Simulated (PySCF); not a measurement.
# Run report: C₂H₇NSi, NMR shielding calculation

System: C₂H₇NSi.
Method: GIAO wB97X-D/pcSseg-2 NMR shielding, non-relativistic, gas phase (PySCF 2.14.0).

The geometry comes from this level: PBE0-D3(BJ)/def2-SVP. Figures and captions count atoms from 1; the log counts them from 0 in places.

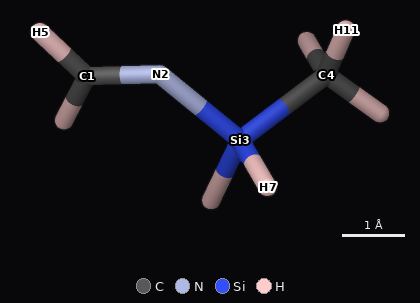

The structure as given in the input (stick view, seen at a tilt; atoms are numbered from 1 in the order of the input). Bond lengths as drawn: C–H 1.10 to 1.11 Å, C–N 1.26 Å, C–Si 1.87 Å, H–Si 1.49 to 1.51 Å and N–Si 1.76 Å.

### Results in brief

| quantity | value |
| --- | --- |
| outcome | converged |
| total energy | −424.685377 hartree |
| HOMO | −8.96 eV |
| LUMO | 0.95 eV |
| dipole moment | 1.24 D |
| isotropic shielding, C | 4.3 to 188.3 ppm |
| isotropic shielding, N | −170.3 ppm |
| isotropic shielding, Si | 358.8 ppm |
| isotropic shielding, H | 22.6 to 31.2 ppm |
| hardware | 1 CPU thread, shared host |
| wall time | 28 s |
| peak memory | 0.97 GiB |

### Input file
```
{"job": {"kind": "nmr", "xc": "wB97X-D", "basis": "pcSseg-2", "pop": false}, "charge": 0, "multiplicity": 1}
C      2.190306     0.242155     0.309636
N      1.145681     0.527023    -0.336349
Si    -0.258594    -0.519923    -0.506808
C     -1.754797     0.383571     0.158143
H      3.026834     0.964314     0.375237
H      2.357882    -0.717564     0.848203
H     -0.418099    -0.799350    -1.964990
H     -0.060095    -1.824960     0.216296
H     -1.649772     0.572382     1.237443
H     -2.670652    -0.206189    -0.001402
H     -1.870782     1.352117    -0.351193
```

The first line tells a small driver script what to run in PySCF; the rest is the geometry in Å.

Command:
```bash
OMP_NUM_THREADS=1 python <driver script> task.json out
```

### Log
```
coarse grid: 9200 points
cycle   1  E = -424.6216500424  dE =  1.331e-01  |g| = 4.600e-01  |ddm| = 2.213e+00
cycle   2  E = -424.6043462323  dE =  1.730e-02  |g| = 5.746e-01  |ddm| = 6.063e-01
cycle   3  E = -424.6728565492  dE = -6.851e-02  |g| = 5.034e-02  |ddm| = 3.498e-01
cycle   4  E = -424.6734270868  dE = -5.705e-04  |g| = 2.668e-02  |ddm| = 4.877e-02
cycle   5  E = -424.6735943939  dE = -1.673e-04  |g| = 3.513e-03  |ddm| = 2.257e-02
cycle   6  E = -424.6735995926  dE = -5.199e-06  |g| = 1.369e-03  |ddm| = 6.620e-03
final grid: 82944 points
cycle   7  E = -424.6853658812  dE = -1.488e-04  |g| = 7.010e-03  |ddm| = 3.672e-02
cycle   8  E = -424.6853650472  dE =  8.339e-07  |g| = 7.582e-03  |ddm| = 8.807e-03
cycle   9  E = -424.6853765690  dE = -1.152e-05  |g| = 1.100e-03  |ddm| = 4.128e-03
cycle  10  E = -424.6853767930  dE = -2.240e-07  |g| = 4.268e-04  |ddm| = 8.549e-04
cycle  11  E = -424.6853768379  dE = -4.498e-08  |g| = 4.547e-05  |ddm| = 3.227e-04
cycle  12  E = -424.6853768388  dE = -8.843e-10  |g| = 1.813e-05  |ddm| = 8.733e-05
```

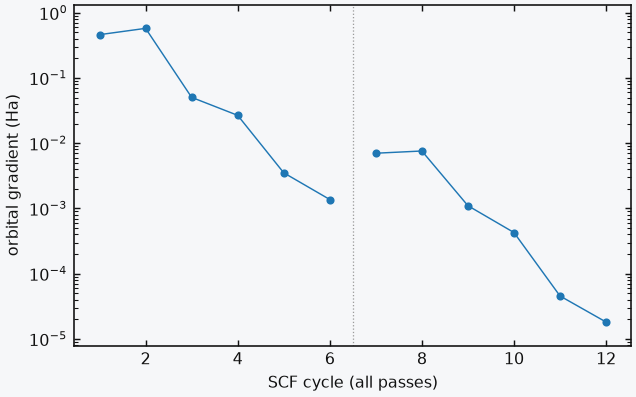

Convergence of the self-consistent field: orbital gradient against the SCF cycle. The dotted line marks the change from a coarse to the final integration grid. The first 6 cycles use a coarse grid, the final grid takes over at cycle 7, and the field converges after 12 cycles in all.

```
converged SCF energy = -424.6853768388

GIAO shielding tensors (ppm)
atom      isotropic    diamagn.    paramagn.     s11        s22        s33       span
  0 C        4.303     250.104    -245.801    -98.777     -8.588    120.276    219.053
  1 N     -170.250     327.625    -497.875   -575.807   -211.553    276.609    852.416
  2 Si     358.821     878.367    -519.546    307.542    357.905    411.015    103.473
  3 C      188.286     245.488     -57.202    181.598    187.208    196.053     14.455
  4 H       22.777      28.243      -5.466     21.933     22.708     23.689      1.756
  5 H       22.650      30.435      -7.785     20.628     22.279     25.042      4.414
  6 H       26.373      29.355      -2.982     24.228     24.638     30.254      6.026
  7 H       26.664      30.288      -3.623     24.243     25.113     30.637      6.394
  8 H       31.150      30.749       0.400     27.408     28.494     37.547     10.139
  9 H       31.207      29.223       1.983     27.731     27.804     38.086     10.355
 10 H       30.599      29.894       0.705     26.888     27.780     37.129     10.241
```

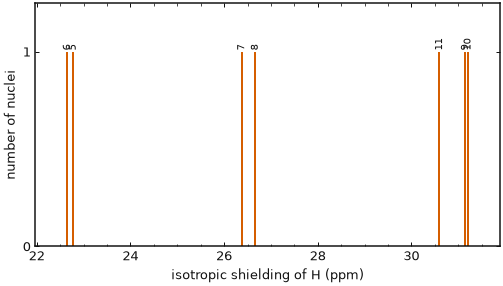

Isotropic shieldings of the hydrogen nuclei in this fixed geometry, labelled by atom number; shielding grows to the right, so chemical shift grows to the left. The least shielded is H6 (22.6 ppm), the most shielded H10 (31.2 ppm).
